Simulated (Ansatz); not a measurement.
BSiAsH₆: several calculations on one system

**1. Relaxation**

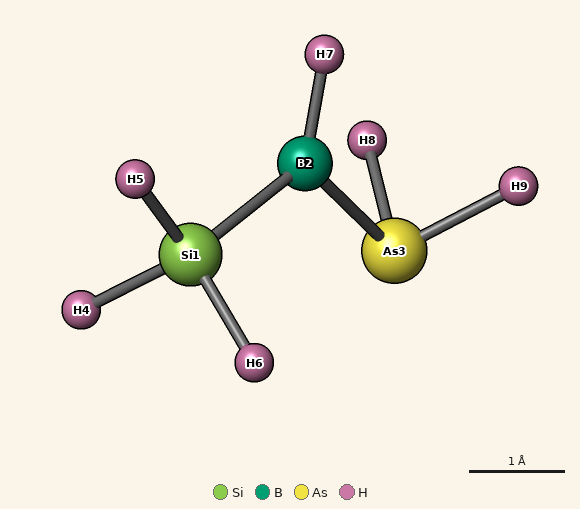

BSiAsH6, before the relaxation. Style: ball-and-stick. Shown from a free direction.

The run prepares an end point of a later path (torsion) calculation, from a guessed geometry.

Theory: RKS PBE/def2-SVP in Ansatz 0.2.0.

Input
```yaml
crystal:
  periodic: [false, false, false]
  atoms:
    - { symbol: Si, position_ang: [-0.68177, 1.03755, -0.96813] }
    - { symbol: B, position_ang: [0.52876, -0.14779, 0.0171] }
    - { symbol: As, position_ang: [-0.11577, -1.35764, 1.52542] }
    - { symbol: H, position_ang: [-1.75007, 0.28203, -1.6523] }
    - { symbol: H, position_ang: [-0.06147, 1.86819, -2.01299] }
    - { symbol: H, position_ang: [-1.37586, 1.98679, -0.0755] }
    - { symbol: H, position_ang: [1.67253, -0.18824, -0.25074] }
    - { symbol: H, position_ang: [0.72327, -2.51119, 1.02492] }
    - { symbol: H, position_ang: [1.06039, -0.96969, 2.39221] }
basis:
  gaussian: { orbitals: def2-SVP }
hamiltonian:
  xc: pbe
relax:
  f_tol: 0.015
  max_steps: 40
```

Launched with:
```bash
ansatz run input.yaml --threads 2 --pin off --max-ram 3072MiB --backend cpu --events-out ev --progress --plain --runs-dir out
```

Question: What does the optimiser find from here?

Answer: The atom that moves furthest after the best rigid fit is H7 (1.62 Å). By element the largest moves are H 1.62 Å, B 0.63 Å, As 0.38 Å, Si 0.12 Å. Near-neighbour distances that change, for instance: B2–As3 2.038 → 1.980 Å, Si1–B2 1.960 → 2.015 Å, B2–H7 1.175 → 1.217 Å, Si1–H5 1.472 → 1.512 Å. Among the angles between lasting bonds that change: H8–As3–H9 87.4° → 98.5°, B2–As3–H9 91.5° → 102.6°, B2–As3–H8 91.9° → 102.9°. Groups turn about B2–As3 by about 90°, Si1–B2 by about 65°. After 19 geometry steps the energy has fallen by 50.9 kJ/mol. The largest force component goes from 1.1 to 0.006 eV/Å.

Step by step:

```json
{"step": "0", "E − E(0), kJ/mol": "0.00", "largest force component, eV/Å": "1.1167"}
{"step": "1", "E − E(0), kJ/mol": "-11.93", "largest force component, eV/Å": "0.2890"}
{"step": "2", "E − E(0), kJ/mol": "-12.90", "largest force component, eV/Å": "0.0783"}
{"step": "3", "E − E(0), kJ/mol": "-13.03", "largest force component, eV/Å": "0.0316"}
{"step": "4", "E − E(0), kJ/mol": "-13.37", "largest force component, eV/Å": "0.0601"}
{"step": "5", "E − E(0), kJ/mol": "-13.82", "largest force component, eV/Å": "0.0427"}
{"step": "6", "E − E(0), kJ/mol": "-17.59", "largest force component, eV/Å": "0.3231"}
{"step": "7", "E − E(0), kJ/mol": "-22.18", "largest force component, eV/Å": "0.4445"}
{"step": "8", "E − E(0), kJ/mol": "-27.54", "largest force component, eV/Å": "0.6323"}
{"step": "9", "E − E(0), kJ/mol": "-33.02", "largest force component, eV/Å": "0.7118"}
{"step": "10", "E − E(0), kJ/mol": "-39.81", "largest force component, eV/Å": "0.7581"}
{"step": "11", "E − E(0), kJ/mol": "-42.79", "largest force component, eV/Å": "0.5720"}
{"step": "12", "E − E(0), kJ/mol": "-46.43", "largest force component, eV/Å": "0.4061"}
{"step": "13", "E − E(0), kJ/mol": "-48.85", "largest force component, eV/Å": "0.2668"}
{"step": "14", "E − E(0), kJ/mol": "-49.07", "largest force component, eV/Å": "0.2931"}
{"step": "15", "E − E(0), kJ/mol": "-50.29", "largest force component, eV/Å": "0.0960"}
{"step": "16", "E − E(0), kJ/mol": "-50.47", "largest force component, eV/Å": "0.0804"}
{"step": "17", "E − E(0), kJ/mol": "-50.75", "largest force component, eV/Å": "0.0530"}
{"step": "18", "E − E(0), kJ/mol": "-50.88", "largest force component, eV/Å": "0.0334"}
{"step": "19", "E − E(0), kJ/mol": "-50.89", "largest force component, eV/Å": "0.0060"}
```

Final geometry:

```xyz
9

Si   -0.6754    1.0440   -0.8510
B     0.3475   -0.6212   -0.3618
As    0.2299   -1.4671    1.4246
H    -1.5772    0.8338   -2.0433
H     0.3314    2.1022   -1.2417
H    -1.5095    1.6039    0.2735
H     0.9335   -1.2537   -1.2209
H     1.6520   -1.9777    1.6540
H     0.2679   -0.2642    2.3664
```

After the run, drawn alike:

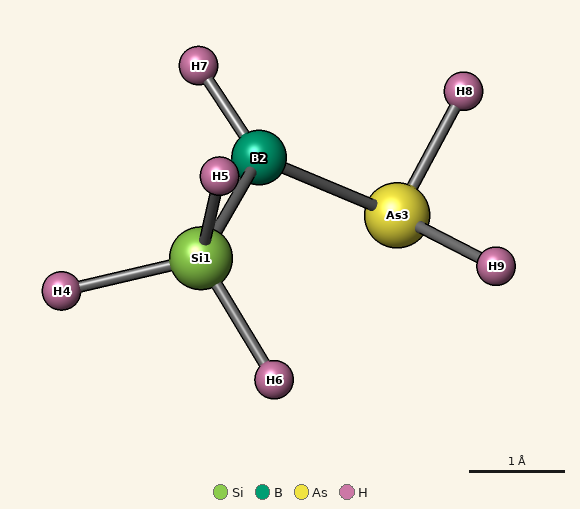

**2. Relaxation**

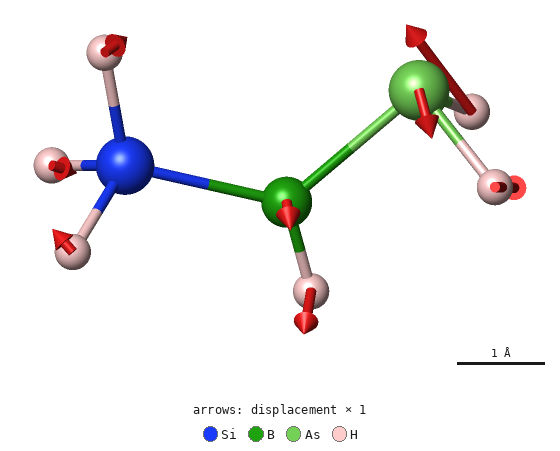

A relaxation of BSiAsH$_{6}$. The starting structure is drawn; red arrows show the displacements, at their true length. The two geometries are superimposed by the best rigid fit.

A ball-and-stick model, seen at a tilt.

The run prepares an end point of a later path (torsion) calculation, from a guessed geometry.

The calculation used Ansatz, RKS PBE/def2-SVP. (no spin polarisation; force threshold 0.015 eV/Å; at most 40 steps)

**Which element moves most?**

Hydrogen: up to 1.54 Å, against 0.62 Å for arsenic.

**Describe the change and its energy.**

The atom that moves furthest after the best rigid fit is an H atom (1.54 Å). Largest moves by element: H 1.54 Å, As 0.62 Å, B 0.42 Å, Si 0.10 Å. Near-neighbour distances that change, for instance: As–B 2.038 → 1.981 Å, B–Si 1.960 → 2.014 Å, B–H 1.175 → 1.217 Å, H–Si 1.477 → 1.513 Å. Among the angles between lasting bonds that change: H–As–H 87.4° → 98.4°, B–As–H 91.5° → 102.5°, B–As–H 91.9° → 102.6°. Groups turn about As–B by about 90°. The energy falls by 50.9 kJ/mol in 19 geometry steps. The largest force component goes from 0.79 to 0.0054 eV/Å. The run took 32 s on 2 threads of Arm Neoverse V1, with other jobs on the host, peak memory 0.13 GiB.

**3. Path**

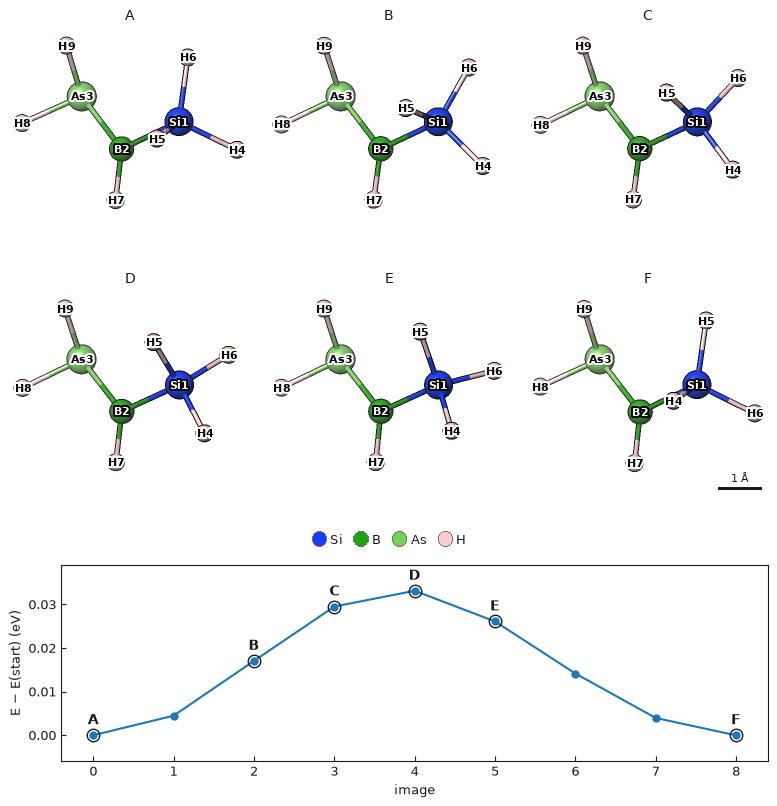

A nudged-elastic-band calculation for BSiAsH₆. Images are numbered from 0 (start) to 8 (end). Frames A to F are images 0, 2, 3, 4, 5, 8. Style: ball-and-stick. Shown from a free direction.

These are results of RKS PBE/def2-SVP (Ansatz), not measurements.

Input
```yaml
crystal:
  periodic: [false, false, false]
  atoms:
    - { symbol: Si, position_ang: [-0.666284, 1.043752, -0.858551] }
    - { symbol: B, position_ang: [0.37536, -0.606689, -0.35863] }
    - { symbol: As, position_ang: [0.209001, -1.486985, 1.407153] }
    - { symbol: H, position_ang: [-1.516669, 0.834863, -2.088193] }
    - { symbol: H, position_ang: [0.330024, 2.131118, -1.191803] }
    - { symbol: H, position_ang: [-1.555496, 1.564487, 0.242328] }
    - { symbol: H, position_ang: [1.008321, -1.210267, -1.20515] }
    - { symbol: H, position_ang: [1.632694, -1.969634, 1.682659] }
    - { symbol: H, position_ang: [0.183058, -0.300636, 2.370176] }
basis:
  gaussian: { orbitals: def2-SVP }
hamiltonian:
  xc: pbe
neb:
  order_check: false
  images: 7
  f_tol: 0.05
  max_iterations: 60
  initial_path: idpp
  final_atoms:
    - { symbol: Si, position_ang: [-0.71790707, 1.04039511, -0.81794133] }
    - { symbol: B, position_ang: [-0.08875909, -0.77011708, -0.19957756] }
    - { symbol: As, position_ang: [0.55209846, -1.11434803, 1.64279428] }
    - { symbol: H, position_ang: [0.19961838, 1.47784021, -1.93819423] }
    - { symbol: H, position_ang: [-0.66829103, 2.10294934, 0.25096668] }
    - { symbol: H, position_ang: [-2.11747, 1.00717161, -1.383022] }
    - { symbol: H, position_ang: [-0.24542974, -1.74761833, -0.90805145] }
    - { symbol: H, position_ang: [1.68341683, -2.11801066, 1.42062747] }
    - { symbol: H, position_ang: [1.40273228, 0.12174683, 1.93238714] }
```

Launched with:
```bash
ansatz run input.yaml --threads 2 --pin off --max-ram 3072MiB --backend cpu --events-out ev --progress --plain --runs-dir out
```

### Read off the barrier and say what moves.

The motion is a rotation about the Si1–B2 bond by about 120°. No bond forms or breaks between the ends. Bond angles that change up to the highest image, for instance: B2–Si1–H6 114.0° → 109.5°, B2–Si1–H5 107.6° → 111.7°. The two ends have the same energy, and the highest point, image 4, lies 0.033 eV above the start. The band converged in 4 iterations. The largest component of the band force went from 0.87 to 0.043 eV/Å. The climbing image converged on the top of the path. Its vibrational analysis gives one imaginary mode (115i cm⁻¹), as a transition state must have.

Cost: 49 s on 2 threads of Arm Neoverse V1, with other jobs on the host, peak memory 0.13 GiB.
